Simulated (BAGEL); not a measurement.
# GeSiH6O (SMILES [SiH3][O][GeH3]): a chain of runs

Aim: the energy (HF/def2-SVP), then the energy (NEVPT2(2,2)/def2-SVP) of GeSiH6O. 

Program for the calculation: BAGEL 1.2.2.

1 further run of the same task is left out (set aside as unsound or not needed).

### 1 The structure to begin with

GeSiH6O: 9 atoms, total charge 0, spin state singlet. SMILES: `[SiH3][O][GeH3]`. Geometry: relaxed at PBE0-D4/def2-TZVP.

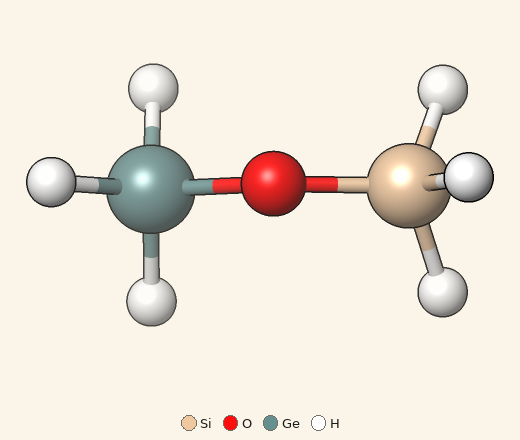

Viewed from a chosen angle; silicon light orange, oxygen red, germanium teal, hydrogen white.

### 2 A single-point energy at HF/def2-SVP (density fitting with svp-jkfit) (run 1)

The input, hf.json:

```json
{ "bagel" : [

{
  "title" : "molecule",
  "basis" : "svp",
  "df_basis" : "svp-jkfit",
  "angstrom" : "true",
  "geometry" : [
    { "atom" : "Si", "xyz" : [   -0.686600,    1.033100,   -0.921400 ] },
    { "atom" : "O", "xyz" : [    0.592700,    0.201900,   -0.339400 ] },
    { "atom" : "Ge", "xyz" : [    0.809800,   -1.049500,    0.901700 ] },
    { "atom" : "H", "xyz" : [   -1.697500,    0.113200,   -1.514500 ] },
    { "atom" : "H", "xyz" : [   -0.195800,    1.964800,   -1.966700 ] },
    { "atom" : "H", "xyz" : [   -1.355600,    1.810800,    0.159300 ] },
    { "atom" : "H", "xyz" : [    2.310800,   -1.355600,    0.917000 ] },
    { "atom" : "H", "xyz" : [   -0.018800,   -2.280500,    0.498400 ] },
    { "atom" : "H", "xyz" : [    0.329300,   -0.484400,    2.248700 ] }
  ]
},
{ "title" : "hf" },
{ "title" : "print", "file" : "orbitals.molden", "orbitals" : "true" }

]}
```

Command:

```console
$ BAGEL_NUM_THREADS=1 BAGEL hf.json > hf.out
```

The log of the run:

```text
* using 1 threads per process

  ===============================================================
  ===============================================================

  *** Geometry ***

  { "atom" : "Si", "xyz" : [     -1.297486,      1.952276,     -1.741194 ] },
  { "atom" : "O", "xyz" : [      1.120041,      0.381536,     -0.641373 ] },
  { "atom" : "Ge", "xyz" : [      1.530300,     -1.983268,      1.703966 ] },
  { "atom" : "H", "xyz" : [     -3.207810,      0.213917,     -2.861990 ] },
  { "atom" : "H", "xyz" : [     -0.370008,      3.712934,     -3.716524 ] },
  { "atom" : "H", "xyz" : [     -2.561713,      3.421916,      0.301033 ] },
  { "atom" : "H", "xyz" : [      4.366779,     -2.561713,      1.732879 ] },
  { "atom" : "H", "xyz" : [     -0.035527,     -4.309520,      0.941840 ] },
  { "atom" : "H", "xyz" : [      0.622287,     -0.915383,      4.249427 ] },

  Number of auxiliary basis functions:      579

  Since a DF basis is specified, we compute 2- and 3-index integrals:
    o Being stored without compression. Storage requirement is 0.041 GB

  Number of basis functions:       94
  Number of electrons      :       60

    * METHOD: MOLECULE                             0.36

  *** RHF ***

  === Nuclear Repulsion ===
   267.0006156898

      * DIIS with orbital gradients will be used.

  === RHF iteration (svp) ===
      0      -2442.12209652          0.01524596           0.14
      1      -2442.20811417          0.01176227           0.13
      2      -2442.28809772          0.00109185           0.12
      3      -2442.28936640          0.00011364           0.12
      4      -2442.28937979          0.00002938           0.12
      5      -2442.28938050          0.00001052           0.12
      6      -2442.28938057          0.00000259           0.12
      7      -2442.28938058          0.00000073           0.12
      8      -2442.28938058          0.00000034           0.12
      9      -2442.28938058          0.00000012           0.12
     10      -2442.28938058          0.00000002           0.12
     11      -2442.28938058          0.00000001           0.12
    * SCF iteration converged.

    * Permanent dipole moment:
           (    0.060567,     0.382050,    -0.406444) a.u.

    * METHOD: HF                                   1.79

    * METHOD: PRINT                                0.02

  ===============================================================
```

Run time: 2.3 s. Hardware: 1 thread of Arm Neoverse V1, shared host; peak memory 0.16 GiB.

### 3 The energy at NEVPT2(2,2)/def2-SVP (density fitting with svp-jkfit) (run 2)

The input, nevpt2.json:

```json
{ "bagel" : [

{
  "title" : "molecule",
  "basis" : "svp",
  "df_basis" : "svp-jkfit",
  "angstrom" : true,
  "geometry" : [
    { "atom" : "Si", "xyz" : [   -0.686600,    1.033100,   -0.921400 ] },
    { "atom" : "O", "xyz" : [    0.592700,    0.201900,   -0.339400 ] },
    { "atom" : "Ge", "xyz" : [    0.809800,   -1.049500,    0.901700 ] },
    { "atom" : "H", "xyz" : [   -1.697500,    0.113200,   -1.514500 ] },
    { "atom" : "H", "xyz" : [   -0.195800,    1.964800,   -1.966700 ] },
    { "atom" : "H", "xyz" : [   -1.355600,    1.810800,    0.159300 ] },
    { "atom" : "H", "xyz" : [    2.310800,   -1.355600,    0.917000 ] },
    { "atom" : "H", "xyz" : [   -0.018800,   -2.280500,    0.498400 ] },
    { "atom" : "H", "xyz" : [    0.329300,   -0.484400,    2.248700 ] }
  ]
},
{
  "title" : "hf",
  "charge" : 0
},
{
  "title" : "casscf",
  "nstate" : 1,
  "nact" : 2,
  "nclosed" : 29,
  "charge" : 0,
  "active" : [21, 31],
  "maxiter" : 200,
  "natocc" : true
},
{
  "title" : "nevpt2",
  "nstate" : 1,
  "nact" : 2,
  "nclosed" : 29,
  "charge" : 0,
  "active" : [21, 31],
  "maxiter" : 200,
  "natocc" : true,
  "ncore" : 15
},
{
  "title" : "print",
  "file" : "orbitals.molden",
  "orbitals" : true
}

]}
```

Command:

```console
$ BAGEL_NUM_THREADS=1 BAGEL nevpt2.json > nevpt2.out
```

The log of the run:

```text
* using 1 threads per process

  ===============================================================
  ===============================================================

  *** Geometry ***

  { "atom" : "Si", "xyz" : [     -1.297486,      1.952276,     -1.741194 ] },
  { "atom" : "O", "xyz" : [      1.120041,      0.381536,     -0.641373 ] },
  { "atom" : "Ge", "xyz" : [      1.530300,     -1.983268,      1.703966 ] },
  { "atom" : "H", "xyz" : [     -3.207810,      0.213917,     -2.861990 ] },
  { "atom" : "H", "xyz" : [     -0.370008,      3.712934,     -3.716524 ] },
  { "atom" : "H", "xyz" : [     -2.561713,      3.421916,      0.301033 ] },
  { "atom" : "H", "xyz" : [      4.366779,     -2.561713,      1.732879 ] },
  { "atom" : "H", "xyz" : [     -0.035527,     -4.309520,      0.941840 ] },
  { "atom" : "H", "xyz" : [      0.622287,     -0.915383,      4.249427 ] },

  Number of auxiliary basis functions:      579

  Since a DF basis is specified, we compute 2- and 3-index integrals:
    o Being stored without compression. Storage requirement is 0.041 GB

  Number of basis functions:       94
  Number of electrons      :       60

    * METHOD: MOLECULE                             0.36

  *** RHF ***

  === Nuclear Repulsion ===
   267.0006156898

      * DIIS with orbital gradients will be used.

  === RHF iteration (svp) ===
      0      -2442.12209652          0.01524596           0.12
      1      -2442.20811417          0.01176227           0.12
      2      -2442.28809772          0.00109185           0.12
      3      -2442.28936640          0.00011364           0.12
      4      -2442.28937979          0.00002938           0.12
      5      -2442.28938050          0.00001052           0.12
      6      -2442.28938057          0.00000259           0.12
      7      -2442.28938058          0.00000073           0.12
      8      -2442.28938058          0.00000034           0.12
      9      -2442.28938058          0.00000012           0.12
     10      -2442.28938058          0.00000002           0.12
     11      -2442.28938058          0.00000001           0.13
    * SCF iteration converged.

    * Permanent dipole moment:
           (    0.060567,     0.382050,    -0.406444) a.u.

    * METHOD: HF                                   1.74

  ---------------------------
      CASSCF calculation
  ---------------------------

    ==== Active orbitals : =====
         Orbital 21
         Orbital 31
    ============================

    * nstate   :      1
    * nclosed  :     29
    * nact     :      2
    * nvirt    :     63
  === CASSCF iteration (svp) ===

    * Using the second-order algorithm

      0  0     -2442.28948003     2.59e-05      0.03

      1  0     -2442.29419655     4.44e-04      0.48

      2  0     -2442.29951425     4.29e-04      0.74

      3  0     -2442.30250384     3.04e-04      0.69

      4  0     -2442.30468092     1.80e-04      0.67

      5  0     -2442.30483922     5.37e-04      0.72

      6  0     -2442.30603732     7.28e-05      0.78

      7  0     -2442.30609279     4.39e-05      0.77

      8  0     -2442.30609431     2.23e-05      0.86

      9  0     -2442.30609447     1.03e-05      0.86

     10  0     -2442.30609449     4.56e-06      0.89

     11  0     -2442.30609450     1.98e-06      0.90

     12  0     -2442.30609450     8.53e-07      0.89

     13  0     -2442.30609450     3.67e-07      0.87

     14  0     -2442.30609450     1.58e-07      0.82

     15  0     -2442.30609450     6.78e-08      0.80

     16  0     -2442.30609450     2.92e-08      0.75

     17  0     -2442.30609450     1.25e-08      0.73

     18  0     -2442.30609450     5.39e-09      0.57

    * Second-order optimization converged. *

     guess   0:   closed 1.                   open ..

  === FCI iteration ===

      0  0     -2442.28916516     9.21e-02      0.00
      1  0     -2442.30608365     1.78e-03      0.00
      2  0 *   -2442.30609450     4.46e-16      0.00

     * ci vector, state   0, <S^2> = 0.0000
       2.     0.9958009522
       .2    -0.0915448717

    * METHOD: CASSCF                              14.10

    * freezing 15 orbitals

  === DF-NEVPT2 calculation ===

    * 3-index integral transformation done
    * assembly done

      NEVPT2 correlation energy:   -0.5014150934      0.25

          (+0)     -0.4081491453
          (+0)'    -0.0453392726
          (+1)     -0.0067964331
          (+1)'    -0.0000000000
          (+2)     -0.0004016071
          (-1)     -0.0359177082
          (-1)'     0.0000000000
          (-2)     -0.0048109272

      NEVPT2 total energy:       -2442.8075095919

    * METHOD: NEVPT2                               0.46

    * METHOD: PRINT                                0.02

  ===============================================================
```

Wall time 17 s (1 thread of Arm Neoverse V1, shared host); peak memory 0.16 GiB.

### 4 Outcome

```
                                 quantity           value
         run 1, HF/def2-SVP: total energy  -2442.28938 Eh
        run 1, HF/def2-SVP: dipole moment          1.43 D
          run 1, HF/def2-SVP: HOMO energy       -12.03 eV
          run 1, HF/def2-SVP: LUMO energy         3.43 eV
        run 1, HF/def2-SVP: HOMO–LUMO gap        15.47 eV
run 2, NEVPT2(2,2)/def2-SVP: total energy  -2442.80751 Eh
```
